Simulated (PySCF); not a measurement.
# C₇H₅NSi: what the fields show

```xyz
14

C     3.4125   -0.8708   -0.5146
C     2.2503   -0.6487   -0.7307
Si    0.4773   -0.3276   -1.0867
C    -0.2649    1.1298   -0.0452
C    -1.2461    1.9535   -0.6200
N    -2.0622    2.5912   -1.1185
C    -0.6911   -0.2960    0.3567
C    -2.0118   -0.7775    0.8583
C    -1.0239   -0.8388    1.7057
H     4.4283   -1.0611   -0.3174
H     0.0304   -0.5423   -2.4484
H     0.3794    1.6583    0.6510
H    -3.0375   -0.9087    0.6167
H    -0.6414   -1.0616    2.6710
```

Geometry: GFN2-xTB.

Method: CAM-B3LYP/def2-SVPD, SCF density, gas phase in PySCF 2.14.0.

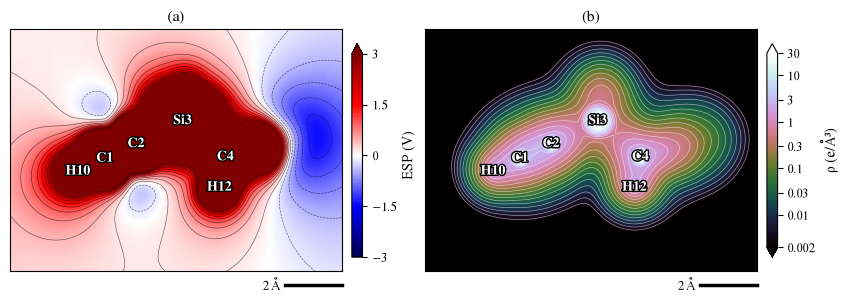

Figure 1. (a) electrostatic potential; (b) total electron density on the plane of atoms C2, Si3 and C4.

Q: Interpret the plot.

A:
- Atoms in the plane: C, Si and H.
- C–C (1.20 Å): ρ at the midpoint is about 2.8 e/Å³.
- C–Si (1.84 Å): ρ is about 0.96 e/Å³ halfway.
- C–H (1.05 Å): ρ is about 2.1 e/Å³ halfway.
- C–Si (1.94 Å): the density is about 0.77 e/Å³ at the midpoint.
- Outside the dense part of the molecule the potential is most negative (−1.4 V) near N6, which lies off the plane.

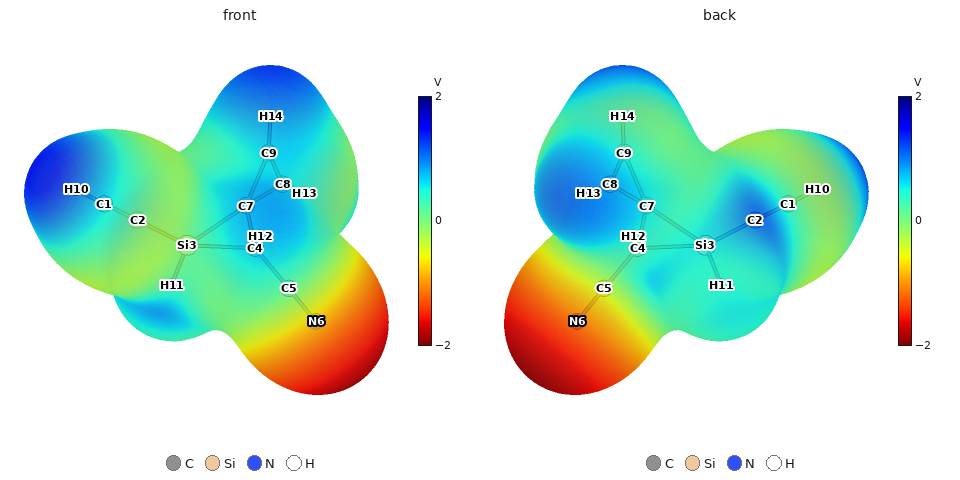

Figure 2. The electrostatic potential painted on the density surface at 0.001 e/bohr³, seen from the front and from behind; red is negative and blue positive.

Q: Which sites attract a positive test charge, and which a negative one?

A: A positive charge is drawn to the negative regions and a negative charge to the positive ones. The most negative region (about −1.9 V) lies over N6, the most positive (about +1.5 V) over H10. N6 is the likeliest acceptor of a hydrogen bond.
